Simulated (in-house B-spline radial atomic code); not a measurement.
The promethium ion Pm³²⁺; electrons: [Ar] 3d10 4s1 (high spin). Method: scalar-relativistic (spin-free one-electron X2C) OLYP, spin-polarised, spherical fractional occupations, Fermi nucleus, basis-set limit; computed with an in-house B-spline radial code. Radial functions and radii carry no picture-change correction.

```
Z = 61
electrons = 29.0
configuration = [Ar] 3d10 4s1
hamiltonian = x2c
method = optx,lyp
spin_polarised = True
nucleus = fermi
rms_radius = 4.961999461404065
mass_number = 145
atomic_mass = 144.912755748
speed_of_light = 137.035999084
```

Wanted: the radial probability densities P² of 4s up and 3d up, each times its occupation.

3d up: outer maximum at 0.188 bohr, ⟨r⟩ = 0.229 bohr, 0 nodes, eigenvalue −2161 eV; 4s up: outer maximum at 0.510 bohr, ⟨r⟩ = 0.518 bohr, 3 nodes, eigenvalue −1293 eV.

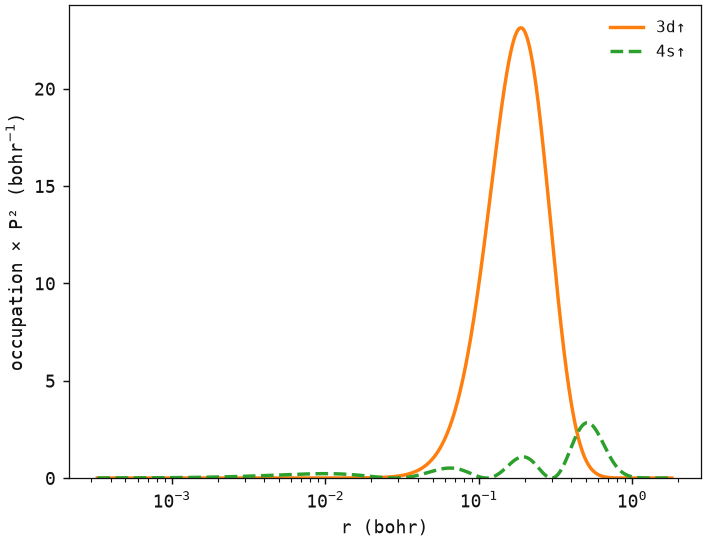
